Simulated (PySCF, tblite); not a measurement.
# C₂₅H₁₅NS₂: electronic excitations, NMR shifts, part 2 of 2

tblite 0.8.0 and PySCF 2.14.0. Atoms count from 0.

## 5. NMR shifts: GIAO KT3/pcSseg-1

The job: settings as JSON, then the geometry in Å.

```
{"job": {"kind": "nmr", "xc": "KT3", "basis": "pcSseg-1", "pop": false}, "charge": 0, "multiplicity": 1}
C      7.966302     0.876031     1.183554
C      8.026406    -0.344392     1.854691
C      6.918440    -1.162664     1.950187
C      5.744504    -0.740870     1.350877
S      4.203523    -1.534074     1.294285
C      3.595461    -0.163976     0.332971
C      2.230687    -0.147330    -0.138054
C      1.842658     0.807759    -1.081362
C      0.547961     0.832865    -1.551349
C     -0.397756    -0.075748    -1.077350
C     -1.781150    -0.016588    -1.571890
C     -2.055234     0.008607    -2.934195
C     -3.358733     0.090355    -3.407701
C     -4.424022     0.165857    -2.533644
C     -4.185979     0.149808    -1.162027
C     -2.864283     0.046175    -0.697241
S     -2.761241     0.077412     1.050686
C     -4.499995     0.222213     1.174405
C     -5.221727     0.306825     2.353595
C     -6.597082     0.405921     2.277390
C     -7.239180     0.430010     1.042850
C     -6.518796     0.353281    -0.131270
C     -5.132027     0.243781    -0.079825
C     -0.011401    -1.021997    -0.130714
C      1.288547    -1.064310     0.326925
N      4.459373     0.756057     0.105473
C      5.672436     0.489335     0.656046
C      6.800992     1.303084     0.585357
H      8.850854     1.493028     1.132400
H      8.954501    -0.656554     2.308351
H      6.961612    -2.106447     2.471346
H      2.577791     1.515409    -1.430604
H      0.250626     1.574335    -2.278989
H     -1.232394    -0.053304    -3.631312
H     -3.535585     0.099469    -4.473124
H     -5.434653     0.244177    -2.904317
H     -4.713625     0.293129     3.305038
H     -7.179472     0.468216     3.184532
H     -8.315127     0.508202     1.007501
H     -7.021335     0.379032    -1.086541
H     -0.731818    -1.738885     0.233843
H      1.581923    -1.806879     1.055017
H      6.738729     2.246456     0.067211
```

Method: GIAO KT3/pcSseg-1 NMR shielding, non-relativistic, gas phase.

Log:

```text
start: PBE on a coarse grid of 38645 points
cycle   1  E = -1810.6639381590  dE =  5.048e+00  |g| = 9.191e-01  |ddm| = 8.043e+00
cycle   2  E = -1810.1269177516  dE =  5.370e-01  |g| = 1.674e+00  |ddm| = 3.559e+00
cycle   3  E = -1810.8158140629  dE = -6.889e-01  |g| = 5.342e-01  |ddm| = 2.921e+00
cycle   4  E = -1810.8954583803  dE = -7.964e-02  |g| = 1.257e-01  |ddm| = 8.684e-01
cycle   5  E = -1810.8978941074  dE = -2.436e-03  |g| = 7.638e-02  |ddm| = 2.723e-01
cycle   6  E = -1810.8993452623  dE = -1.451e-03  |g| = 3.134e-02  |ddm| = 1.363e-01
cycle   7  E = -1810.8996110782  dE = -2.658e-04  |g| = 1.081e-02  |ddm| = 5.207e-02
cycle   8  E = -1810.8996409201  dE = -2.984e-05  |g| = 4.005e-03  |ddm| = 1.633e-02
final grid: 355085 points
cycle   9  E = -1835.2293674651  dE = -6.976e-02  |g| = 1.868e-01  |ddm| = 1.465e+00
cycle  10  E = -1835.2258250753  dE =  3.542e-03  |g| = 1.676e-01  |ddm| = 3.757e-01
cycle  11  E = -1835.2296855534  dE = -3.860e-03  |g| = 9.072e-02  |ddm| = 3.696e-01
cycle  12  E = -1835.2320871841  dE = -2.402e-03  |g| = 2.511e-02  |ddm| = 1.556e-01
cycle  13  E = -1835.2322658903  dE = -1.787e-04  |g| = 4.668e-03  |ddm| = 3.443e-02
cycle  14  E = -1835.2322726042  dE = -6.714e-06  |g| = 1.961e-03  |ddm| = 9.803e-03
cycle  15  E = -1835.2322746813  dE = -2.077e-06  |g| = 9.708e-04  |ddm| = 3.594e-03
cycle  16  E = -1835.2322729215  dE =  1.760e-06  |g| = 3.573e-04  |ddm| = 1.780e-03
cycle  17  E = -1835.2322701751  dE =  2.746e-06  |g| = 9.053e-05  |ddm| = 5.353e-04
converged SCF energy = -1835.2322701751

GIAO shielding tensors (ppm)
atom      isotropic    diamagn.    paramagn.     s11        s22        s33       span
  0 C       65.386     249.354    -183.968    -31.602     55.632    172.129    203.732
  1 C       66.460     250.390    -183.930    -29.743     57.500    171.622    201.366
  2 C       69.159     241.700    -172.542    -21.899     58.749    170.626    192.526
  3 C       50.473     275.300    -224.827     -2.101     29.074    124.447    126.548
  4 S      306.878    1062.926    -756.048    135.695    370.784    414.156    278.461
  5 C       27.039     250.556    -223.517    -16.664     27.752     70.029     86.694
  6 C       57.880     258.140    -200.261    -20.709     33.669    160.679    181.388
  7 C       62.387     253.127    -190.740    -28.895     46.758    169.297    198.192
  8 C       60.885     253.534    -192.649    -29.938     53.533    159.059    188.997
  9 C       46.193     262.912    -216.719    -33.486     12.393    159.672    193.158
 10 C       53.359     252.891    -199.532    -20.568     23.795    156.849    177.417
 11 C       65.142     244.560    -179.417    -24.087     58.614    160.900    184.986
 12 C       66.349     254.578    -188.229    -30.764     57.962    171.848    202.612
 13 C       70.511     245.914    -175.403    -19.806     58.673    172.666    192.472
 14 C       56.045     251.524    -195.480    -17.172     38.031    147.275    164.446
 15 C       49.166     261.082    -211.916     -7.623     30.371    124.751    132.374
 16 S      376.582    1065.882    -689.300    251.062    388.392    490.292    239.230
 17 C       48.696     269.703    -221.007    -14.101     27.309    132.879    146.980
 18 C       68.068     243.237    -175.169    -23.938     59.743    168.399    192.337
 19 C       64.900     250.520    -185.620    -31.193     54.990    170.904    202.097
 20 C       67.321     249.674    -182.353    -29.216     56.719    174.460    203.677
 21 C       69.399     236.221    -166.822    -21.878     57.907    172.168    194.046
 22 C       56.090     247.278    -191.188    -18.157     38.444    147.983    166.140
 23 C       62.633     253.120    -190.487    -30.830     50.399    168.329    199.159
 24 C       62.297     253.629    -191.333    -26.848     53.353    160.385    187.233
 25 N      -47.696     330.723    -378.418   -290.653    -43.313    190.879    481.532
 26 C       38.633     251.017    -212.384    -23.411     30.901    108.409    131.820
 27 C       66.930     241.534    -174.604    -18.035     54.172    164.652    182.687
 28 H       24.318      23.041       1.277     20.383     25.650     26.921      6.538
 29 H       24.462      22.191       2.271     20.503     25.867     27.016      6.512
 30 H       23.766      31.861      -8.095     18.137     24.456     28.706     10.569
 31 H       23.036      36.054     -13.018     17.104     23.620     28.384     11.280
 32 H       24.287      37.075     -12.788     19.510     23.340     30.013     10.503
 33 H       24.377      35.510     -11.134     19.317     24.126     29.688     10.372
 34 H       24.198      28.466      -4.268     19.799     25.916     26.880      7.081
 35 H       23.519      32.541      -9.022     17.521     25.148     27.888     10.367
 36 H       23.991      35.088     -11.097     18.348     24.278     29.347     10.999
 37 H       24.323      26.004      -1.681     20.087     25.780     27.101      7.014
 38 H       24.314      22.699       1.615     19.993     25.887     27.062      7.069
 39 H       23.478      31.836      -8.358     17.477     24.437     28.521     11.044
 40 H       23.731      35.796     -12.064     18.460     22.035     30.699     12.239
 41 H       23.749      35.096     -11.347     17.767     22.711     30.770     13.002
 42 H       23.681      32.025      -8.344     18.996     24.498     27.550      8.553
```

Wall time 75 s (2 threads of Arm Neoverse N1, shared host); peak memory 1.2 GiB.

The references, computed at this level on geometries of the same kind, shield at (ppm): $^{1}$H TMS 31.76, $^{13}$C TMS 184.7, $^{15}$N NH3 264.4. Their shielding less the atom's gives the shift. The references are single molecules in the gas phase, so shifts against H2O, NH3, PH3, H3PO4 or CFCl3 are not on the usual liquid scales and can be off by tens of ppm. Atoms listed in one row are averaged.

| atoms | environment | σ (ppm) | δ (ppm) |
| --- | --- | --- | --- |
| C5 | substituted aromatic carbon next to a ring nitrogen | 27.0 | 157.7 |
| C26 | ring-fusion aromatic carbon | 38.6 | 146.1 |
| C9 | substituted aromatic carbon | 46.2 | 138.5 |
| C17 | ring-fusion aromatic carbon | 48.7 | 136.0 |
| C15 | ring-fusion aromatic carbon | 49.2 | 135.6 |
| C3 | ring-fusion aromatic carbon | 50.5 | 134.2 |
| C10 | substituted aromatic carbon | 53.4 | 131.4 |
| C14 | ring-fusion aromatic carbon | 56.0 | 128.7 |
| C22 | ring-fusion aromatic carbon | 56.1 | 128.6 |
| C6 | substituted aromatic carbon | 57.9 | 126.8 |
| C8, C23 | aromatic CH | 61.8 | 123.0 |
| C7, C24 | aromatic CH | 62.3 | 122.4 |
| C19 | aromatic CH | 64.9 | 119.8 |
| C11 | aromatic CH | 65.1 | 119.6 |
| C0 | aromatic CH | 65.4 | 119.3 |
| C12 | aromatic CH | 66.3 | 118.4 |
| C1 | aromatic CH | 66.5 | 118.3 |
| C27 | aromatic CH | 66.9 | 117.8 |
| C20 | aromatic CH | 67.3 | 117.4 |
| C18 | aromatic CH | 68.1 | 116.7 |
| C2 | aromatic CH | 69.2 | 115.6 |
| C21 | aromatic CH | 69.4 | 115.3 |
| C13 | aromatic CH | 70.5 | 114.2 |
| H31, H41 | hydrogen on an aromatic CH | 23.39 | 8.37 |
| H39 | hydrogen on an aromatic CH | 23.48 | 8.28 |
| H35 | hydrogen on an aromatic CH | 23.52 | 8.24 |
| H42 | hydrogen on an aromatic CH | 23.68 | 8.08 |
| H30 | hydrogen on an aromatic CH | 23.77 | 7.99 |
| H36 | hydrogen on an aromatic CH | 23.99 | 7.77 |
| H32, H40 | hydrogen on an aromatic CH | 24.01 | 7.75 |
| H34 | hydrogen on an aromatic CH | 24.20 | 7.56 |
| H38 | hydrogen on an aromatic CH | 24.31 | 7.45 |
| H28 | hydrogen on an aromatic CH | 24.32 | 7.44 |
| H37 | hydrogen on an aromatic CH | 24.32 | 7.44 |
| H33 | hydrogen on an aromatic CH | 24.38 | 7.38 |
| H29 | hydrogen on an aromatic CH | 24.46 | 7.30 |
| S4 | aromatic ring sulfur | 307 | – |
| S16 | aromatic ring sulfur | 377 | – |
| N25 | pyridine-type nitrogen of an azole | -47.7 | 312.1 |

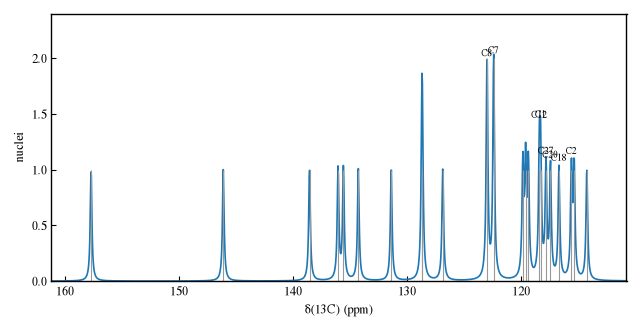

$^{13}$C lines at the computed shifts, without couplings. Lines are broadened to a width of 0.17 ppm (Lorentzian).

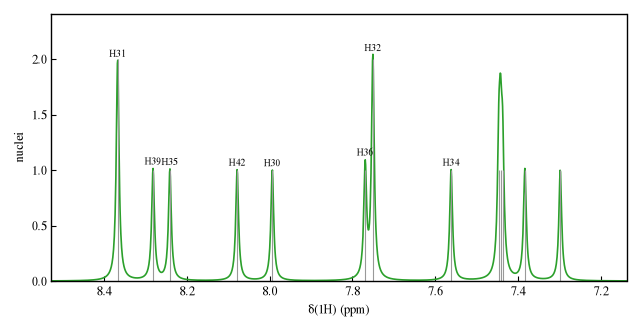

$^{1}$H lines at the computed shifts, without couplings. Lines are broadened to a width of 0.01 ppm (Lorentzian).

Ring of atoms C0, C1, C2, C3, C26, C27: NICS(0) -9.0, NICS(1) -10.6, NICS(1)zz -26.5 ppm (means of both faces).

Ring of atoms C3, S4, C5, N25, C26: NICS(0) -8.8, NICS(1) -8.9, NICS(1)zz -17.8 ppm (means of both faces).

Ring of atoms C6, C7, C8, C9, C23, C24: NICS(0) -6.5, NICS(1) -8.9, NICS(1)zz -21.5 ppm (means of both faces).

## 6. Outcome

The summary covers parts 1 to 2.

| quantity | value |
| --- | --- |
| strongest single infrared mode (GFN2-xTB) | 3098 cm⁻¹, 101 km/mol |
| zero-point energy (GFN2-xTB) | 197.3 kcal/mol |
| lowest singlet (CAM-B3LYP/6-31G*) | 4.32 eV (287 nm), f = 1.285 |
| lowest triplet | 3.06 eV |
| surface potential, least and greatest | -1.02 V and 0.95 V |
| $^{13}$C shifts against TMS (KT3/pcSseg-1, means over atoms taken as alike) | 157.7, 146.1, 138.5, 136.0, 135.6, 134.2, 131.4, 128.7, 128.6, 126.8, 123.0, 122.4, 119.8, 119.6 ppm and more |
| $^{1}$H shifts against TMS (KT3/pcSseg-1, means over atoms taken as alike) | 8.37, 8.28, 8.24, 8.08, 7.99, 7.77, 7.75, 7.56, 7.45, 7.44, 7.44, 7.38, 7.30 ppm |
| $^{15}$N shifts against NH3 (KT3/pcSseg-1) | 312.1 ppm |
| shieldings of S (KT3/pcSseg-1) | S4 306.9, S16 376.6 ppm |

**Reading.** No mode is imaginary among the 123: a minimum at this level. GFN2-xTB is a fitted tight-binding method: band positions and strengths are rough. Its intensities can rank the bands wrongly. The lowest singlet, at 4.32 eV, is HOMO→LUMO 0.76 and is bright. The lowest triplet lies 1.26 eV below the lowest singlet. By nearest atom (CAM-B3LYP/6-31G*), the HOMO sits on S16 20 %; C10, C13 about 7 % each and the LUMO on C5 15 %; C6, C9 about 10 % each. At KT3/pcSseg-1: The largest span, 482 ppm, is at N25, where the paramagnetic term is -378 ppm. NICS(1)zz of -26 ppm above the planar ring from C0 marks a diatropic (aromatic) ring current. NICS(1)zz of -18 ppm above the planar ring from C3 marks a diatropic (aromatic) ring current. NICS(1)zz of -22 ppm above the planar ring from C6 marks a diatropic (aromatic) ring current.
